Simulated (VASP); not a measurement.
Given:

```
Al
1.0
    0.00000     2.00025     2.00025
    2.00025     0.00000     2.00025
    2.00025     2.00025     0.00000
Al
1
Cartesian
  0.00000   0.00000   0.00000
```

The numbers are results of SCAN meta-GGA, VASP's PBE PAW potentials (set 64) (plane waves; VASP 6.6.1), not measurements. Run with 400 eV cut-off, 18×18×18 Γ-centred mesh, tetrahedra with Blöchl corrections, potentials Al.

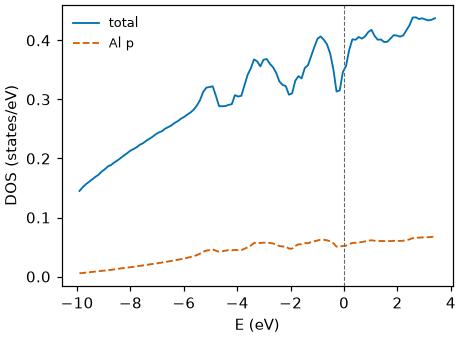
Total and projected density of states, zero at the Fermi level

Within 2 eV below the Fermi level the largest weight inside VASP's projection spheres is Al p, then Al s.

It has no gap at this level: it comes out as a metal or semimetal.

The structure comes from a measured Al entry (Fm-3m) of the Crystallography Open Database, whose conditions weren't checked. It was relaxed first.
